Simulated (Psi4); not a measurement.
**O2F (SMILES [O]OF): UB2PLYP/6-31G(d) (density fitting, density fitting for correlation, spherical functions, sweep point 5)**

What is the vertical doublet–quartet gap of O2F at UB2PLYP/6-31G* (density fitting, density fitting for correlation, spherical functions, sweep point 5)? 

Program for the calculation: Psi4 1.11.

4 further runs of the same task are left out: 4 set aside as unsound or not needed.

### 1 The structure to begin with

The species is O2F (3 atoms), meant as a doublet with charge 0. As SMILES, `[O]OF`. The coordinates come from a PBE0-D4/def2-TZVP relaxation.

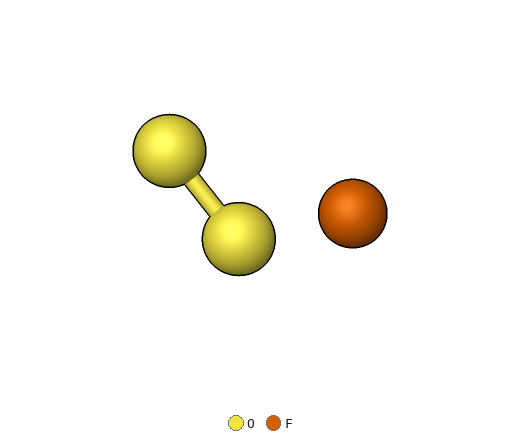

Viewed from a chosen angle; oxygen yellow, fluorine orange.

### 2 The energy at UB2PLYP/6-31G(d) (density fitting, density fitting for correlation, spherical functions, sweep point 5)

File input.in:

```
memory 1.6 GB

molecule mol {
  0 2
  O      0.933400    -0.295440     0.482240
  O      0.133270     0.497870     0.127930
  F     -1.066650    -0.202430    -0.610160
  symmetry c1
}

set {
  reference            uks
  puream               true
  scf_type             df
  num_frozen_docc      3
  dft_radial_points    75
  dft_spherical_points 302
  maxiter              100
}

energy("b2plyp/6-31G*")
```

On the command line:

```bash
$ psi4 -n 1 input.in input.out
```

input.out:

```text
[...]
  Running in c1 symmetry.
[...]
  Nuclear repulsion =   69.596692195353654
[...]
  Multiplicity = 2
[...]
  Nalpha       = 13
  Nbeta        = 12
[...]
    Number of basis functions: 42
[...]
   @DF-UKS iter   1:  -249.55441646159596   -4.73096e-01   1.19974e-02 DIIS/ADIIS
[...]
   @DF-UKS iter  17:  -249.65860516193234   -1.37729e-09   6.42452e-07 DIIS
[...]
   @S^2 Observed:                8.027164432E-01
[...]
    Orbital Energies [Eh]
    ---------------------
    Alpha Occupied:
       1A    -25.382280     2A    -20.015768     3A    -19.928811
       4A     -1.544559     5A     -1.324866     6A     -0.987583
       7A     -0.735107     8A     -0.698702     9A     -0.671020
      10A     -0.512798    11A     -0.496071    12A     -0.442834
      13A     -0.423871
    Alpha Virtual:
      14A     -0.058000    15A      0.308868    16A      0.831915
      17A      0.842203    18A      0.895595    19A      0.900861
      20A      0.946254    21A      0.968929    22A      1.092436
      23A      1.305925    24A      1.353249    25A      1.361640
[...]
  @DF-UKS Final Energy:  -249.65860516193234
   => Energetics <=
    Nuclear Repulsion Energy =             69.5966921953536541
    One-Electron Energy =                -483.5389658020909565
    Two-Electron Energy =                 177.4154873662967589
    DFT Exchange-Correlation Energy =     -13.1318189214917656
    Empirical Dispersion Energy =           0.0000000000000000
    VV10 Nonlocal Energy =                  0.0000000000000000
    Total Energy =                       -249.6586051619323428
[...]
 Multipole Moments:
 ------------------------------------------------------------------------------------
     Multipole            Electronic (a.u.)      Nuclear  (a.u.)        Total (a.u.)
 ------------------------------------------------------------------------------------
 L = 1.  Multiply by 2.5417464519 to convert [e a0] to [Debye]
 Dipole X            :         -0.6173531            1.0974127            0.4800596
 Dipole Y            :          0.0124835            0.1816294            0.1941129
 Dipole Z            :         -0.0000000           -0.0000000           -0.0000000
 Magnitude           :                                                    0.5178195
[...]
```

Run time: 5.7 s. Hardware: 1 thread of Intel Xeon at 2.70GHz, shared host; peak memory 0.27 GiB.

### 3 The quartet

Edit input.in of step 2 so:

```diff
@@ -2,4 +2,4 @@
 
-molecule mol {
-  0 2
+molecule molecule1 {
+  0 4
   O      0.933400    -0.295440     0.482240
@@ -20,2 +20,2 @@
 
-energy("b2plyp/6-31G*")
+energy('b2plyp/6-31G*')
```

On the command line:

```bash
$ psi4 -i input.in -o input.out -n 1
```

input.out:

```text
[...]
  Running in c1 symmetry.
[...]
  Nuclear repulsion =   69.596692195353654
[...]
  Multiplicity = 4
[...]
  Nalpha       = 14
  Nbeta        = 11
[...]
    Number of basis functions: 42
[...]
   @DF-UKS iter   1:  -249.53320620310825   -4.51886e-01   8.33641e-03 DIIS/ADIIS
[...]
   @DF-UKS iter  13:  -249.60132911910148   -2.34161e-08   7.13484e-07 DIIS
[...]
   @S^2 Observed:                3.767358750E+00
[...]
    Orbital Energies [Eh]
    ---------------------
    Alpha Occupied:
       1A    -25.387524     2A    -19.944877     3A    -19.919964
       4A     -1.544232     5A     -1.365562     6A     -1.011960
       7A     -0.763375     8A     -0.718886     9A     -0.689781
      10A     -0.558731    11A     -0.526991    12A     -0.514200
      13A     -0.414441    14A     -0.356469
    Alpha Virtual:
      15A      0.313338    16A      0.836632    17A      0.855776
      18A      0.867098    19A      0.906979    20A      0.936464
      21A      0.980063    22A      1.080410    23A      1.301069
      24A      1.319000    25A      1.344919    26A      1.515250
[...]
  @DF-UKS Final Energy:  -249.60132911910148
   => Energetics <=
    Nuclear Repulsion Energy =             69.5966921953536541
    One-Electron Energy =                -483.8382722698971747
    Two-Electron Energy =                 177.8212758517682346
    DFT Exchange-Correlation Energy =     -13.1810248963261643
    Empirical Dispersion Energy =           0.0000000000000000
    VV10 Nonlocal Energy =                  0.0000000000000000
    Total Energy =                       -249.6013291191014787
[...]
 Multipole Moments:
 ------------------------------------------------------------------------------------
     Multipole            Electronic (a.u.)      Nuclear  (a.u.)        Total (a.u.)
 ------------------------------------------------------------------------------------
 L = 1.  Multiply by 2.5417464519 to convert [e a0] to [Debye]
 Dipole X            :         -0.7256304            1.0974127            0.3717824
 Dipole Y            :         -0.1269296            0.1816294            0.0546998
 Dipole Z            :         -0.0000000           -0.0000000           -0.0000000
 Magnitude           :                                                    0.3757848
[...]
```

It took 4.5 s on 1 thread of Intel Xeon at 2.70GHz, shared host; peak memory 0.27 GiB.

### 4 Results

Level: UB2PLYP/6-31G* (density fitting, density fitting for correlation, spherical functions, sweep point 5), 3 core orbitals frozen.

| quantity | value |
| --- | --- |
| doublet: total energy | -249.84603 Eh |
| doublet: HOMO energy (SCF part's orbitals) (highest over α and β) | -11.27 eV |
| doublet: LUMO energy (SCF part's orbitals) (lowest over α and β) | -1.67 eV |
| doublet: ⟨S²⟩ | 0.803 |
| quartet: total energy | -249.75427 Eh |
| quartet: HOMO energy (SCF part's orbitals) (highest over α and β) | -9.70 eV |
| quartet: LUMO energy (SCF part's orbitals) (lowest over α and β) | -3.20 eV |
| quartet: ⟨S²⟩ | 3.767 |
| vertical energy of the quartet above the doublet | 2.497 eV |

**Reading.** At this shape the quartet lies 2.50 eV (241 kJ/mol) above the doublet.
